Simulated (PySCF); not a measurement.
SMILES [SiH2](Cl)O[SiH2]N, singlet, B3LYP/def2-SVP optimised geometry. Atoms within 1.6 Å of the plane z = 0.0 Å (x, y, z in Å): Si1 (-0.60, 1.49, 0.65), O3 (-0.40, 0.00, 0.00), Si4 (0.10, -1.60, 0.00), N5 (-0.42, -2.49, -1.37), H6 (0.70, 2.21, 0.73), H7 (-1.58, 2.25, -0.15), H8 (-0.48, -2.25, 1.21), H9 (1.58, -1.60, 0.00), H10 (-1.39, -2.78, -1.47).

Level of theory: B3LYP/def2-TZVP run with PySCF 2.14.0. Cells within 0.4 Å of a nucleus heavier than hydrogen are left out (blank, or x).

Map of the Laplacian of the electron density (e/bohr⁵), clipped to [-1.50, 1.50] on the plane z = 0.0 Å:

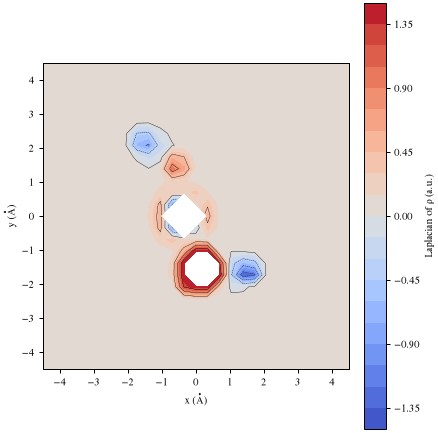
Fig. 1. Laplacian of the electron density (e/bohr⁵), clipped to [-1.50, 1.50] on the plane z = 0.0 Å.
